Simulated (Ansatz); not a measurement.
**BH₂ (doublet): density, localisation and related maps**

The calculation's input:

```
crystal:
  periodic: [false, false, false]
  atoms:
    - {symbol: B, position_ang: [0.265070, -0.167660, 0.129730]}
    - {symbol: H, position_ang: [0.292070, 1.014920, 0.270850]}
    - {symbol: H, position_ang: [-0.557150, -0.847260, -0.400590]}
basis:
  gaussian: {orbitals: def2-SVP}
magnetization: {spin_polarized: true, initial_magnetization: 1}
hamiltonian: {xc: hf}
accuracy: high
output: {forces: true, orbitals: {seedname: orbitals}}
```

Command:

```sh
ansatz run molecule.yaml --threads 1 --pin off --max-ram 3480MiB --events-out events.jsonl --progress --plain --runs-dir runs
```

Geometry: PBE0-D4/def2-TZVP.

Theory: isolated molecule in a Gaussian basis; Hartree-Fock (Ansatz 0.2.0).

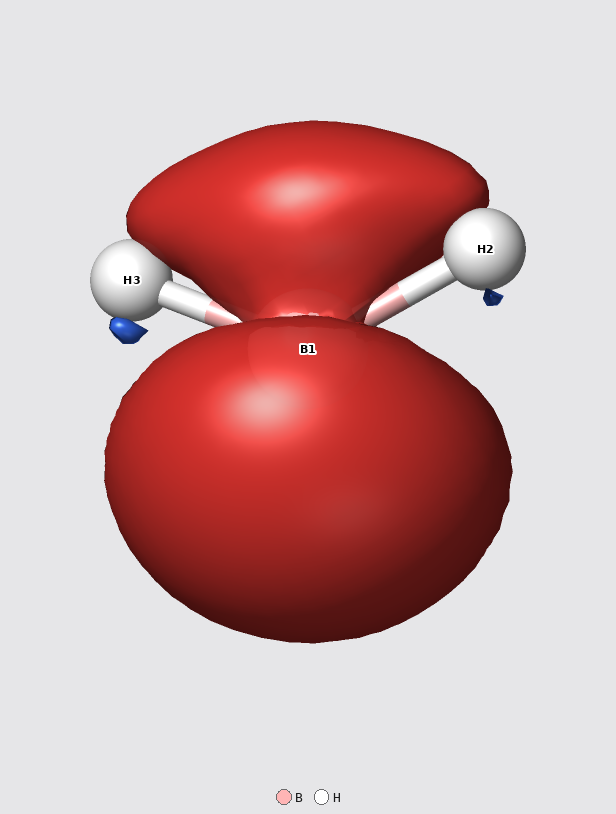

Figure 1. Isosurfaces of the spin density at +0.03 (red) and −0.03 e/Å³ (blue), seen at a tilt.

### Describe the spin distribution.

The unpaired spin (1 electron) lies mostly on B1 (about 0.9), in electrons by Hirshfeld's partition.

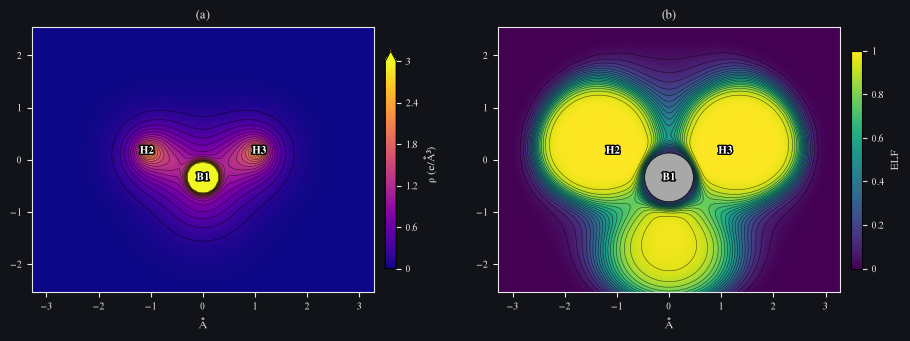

Figure 2. (a) total electron density; (b) electron localisation function on the molecular plane. Grey discs cover the atomic cores in the ELF map.

### What do the fields say about this system?

Atoms in the plane: B and H. B–H (1.19 Å): the density is about 1.3 e/Å³ at the midpoint; the ELF climbs to about 1 towards the hydrogen, as it does in any bond to H: a covalent bond by its length. The ELF also peaks beside B1, away from the bonds: non-bonding electrons, paired or unpaired.

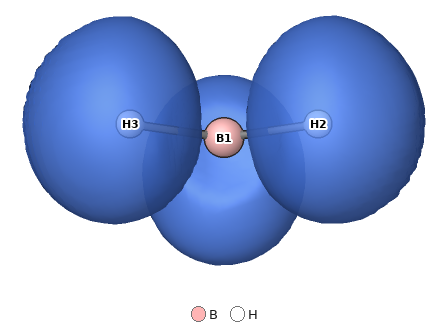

Figure 3. Isosurface of the electron localisation function at 0.8 (blue), seen from one side. Only the valence region is drawn (cores and ρ < 0.01 e/Å³ removed).

### Where are the electrons localised?

The ELF exceeds this value in two regions around hydrogen nuclei and one lobe on B, pointing away from the bonds (non-bonding electrons).

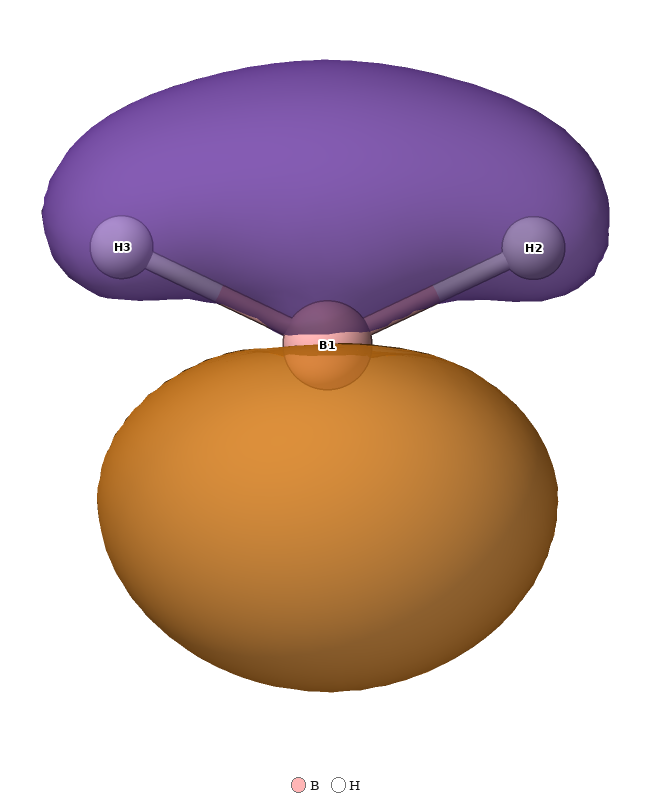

Figure 4. The HOMO (α) at ±0.15 Å⁻³ᐟ² (orange and purple are the two phases), seen across its widest extent.

### Describe this orbital and give its energy.

Its weight (Hirshfeld) is mainly on B1 (about 85 %), H2 (about 10 %) and H3 (about 10 %); it is symmetric in the molecular plane (an in-plane orbital: σ, lone-pair or in-plane π type). Its energy is −9.46 eV.
